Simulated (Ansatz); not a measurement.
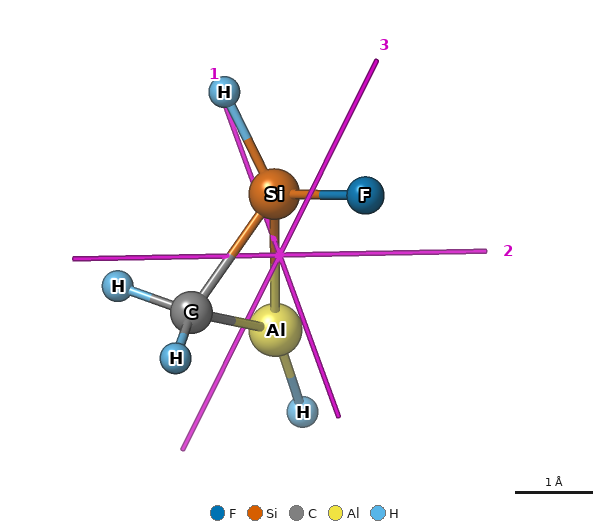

The three principal axes of inertia are drawn and numbered. Atoms fade into the background with distance from the viewer. The geometry was computed by an optimisation with PBE0-D4/def2-TZVP. No frequency run is at hand to confirm it as a minimum. Masses are those of the most abundant isotopes; constants are for the rigid equilibrium geometry.

Which line is the a axis (least moment of inertia), which b and which c?

a is line 3, b is line 2, c is line 1; the moments are 54.9, 171, 189 u Å².

Classify the rotor and give the rotational constants (GHz).

An asymmetric top (C1): A = 9.20, B = 2.96, C = 2.67 GHz. Ray's parameter κ is −0.91, close to the prolate limit.
